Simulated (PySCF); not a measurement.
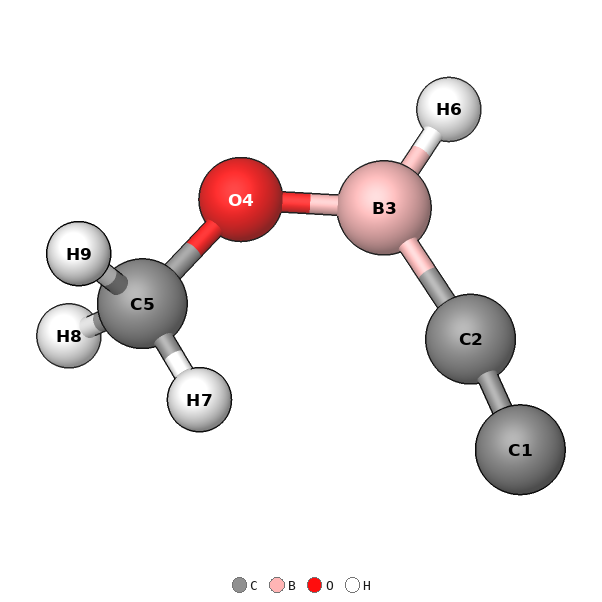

Charge 0, doublet. The computed structure is the end point of a GFN2-xTB optimisation. No frequency run is at hand to confirm it as a minimum. Computed with UKS B3LYP, pcH-1 on B C H O, non-relativistic (PySCF 2.14.0). Fermi-contact and spin-dipolar terms alone, no spin-orbit part.

> Which nucleus has the largest dipolar (anisotropic) hyperfine coupling?

13C at C1: principal values −63.0, −54.9, 118.0 MHz.

List the isotropic and dipolar parts for the most strongly coupled nuclei, one of each equivalent set.

```
atom  isotope  a_iso (MHz)   dipolar part (MHz)
  C1      13C        784.4  −63.0, −54.9, 118.0
  C2      13C         88.6   −32.8, −26.0, 58.7
  B3      11B         −1.0      −3.8, −2.7, 6.6
  H7       1H          2.1      −2.3, −2.3, 4.6
  O4      17O         −2.2      −2.5, −0.5, 3.0
  H6       1H         39.2      −2.2, −0.1, 2.3
  H8       1H         −0.5      −0.7, −0.7, 1.4
  C5      13C         −0.2       −0.5, 0.1, 0.3
```

The geometry is semi-empirical. Around B such bond lengths and angles can be off by a tenth of an ångström or more and by several degrees, and values that hang on the shape move with them.
